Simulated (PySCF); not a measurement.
Vertical excitations of a molecule C3H6OSi from TDA-PBE/def2-SVPD in PySCF 2.14.0, as energy in eV (oscillator strength): 5.52 (0.002), 5.70 (0.004), 5.85 (0.002), 6.00 (0.022), 6.04 (0.008), 6.35 (0.003), 6.49 (0.020), 6.57 (0.008), 6.68 (0.036), 6.80 (0.014). Lowest triplet (TDA): 4.85 eV. Geometry: TPSSh-D3(BJ)/def2-SVP. Other conformers were not sampled.

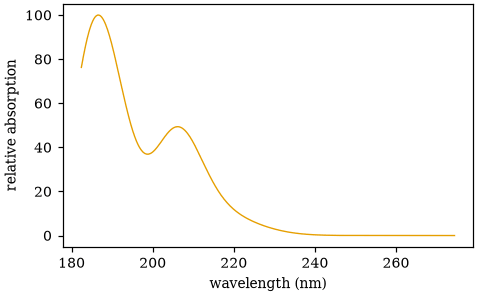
*The lines broadened by 0.4 eV.*

Task: Which molecule gave these data?
A. CC#C[SiH2]O
B. C=C1CO[SiH2]1
C. C#C[SiH2]CO
D. C=CC(=O)[SiH3]

Result: C, C#C[SiH2]CO
